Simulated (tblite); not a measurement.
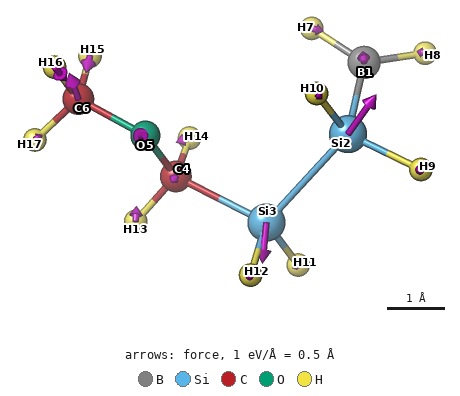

Starting geometry of C2H11BOSi2 with the computed forces as purple arrows. Style: ball-and-stick. Shown at a tilt.

Level of theory: GFN2-xTB geometry optimisation, gas phase (tblite 0.8.0). 

> Is this structure relaxed? If not, where do the atoms go?

It isn't relaxed: the largest force vector, on Si2, is 1.84 eV/Å. The final displacements have little in common with the starting forces (cosine between the two patterns 0.08). Over 228 geometry steps the energy falls by 23.3 kcal/mol. H8 moves most after the best rigid fit: 2.69 Å. Largest moves by element: H 2.69 Å, B 1.87 Å, C 1.03 Å, O 0.96 Å, Si 0.47 Å. Some distances before and after: B1–O5 4.284 → 1.671 Å, Si2–Si3 2.217 → 2.320 Å, Si3–C4 1.875 → 1.938 Å, B1–Si2 1.933 → 1.983 Å. New bonds form: B1–O5 (4.28 → 1.67 Å). Among the angles between lasting bonds that change: Si2–Si3–H11 109.6° → 126.5°, Si2–Si3–C4 109.5° → 93.0°, B1–Si2–Si3 109.9° → 95.3°. Groups turn about Si3–C4 by about 25°. The run took 2.7 s on 1 thread of Arm Neoverse N1, on a shared host.
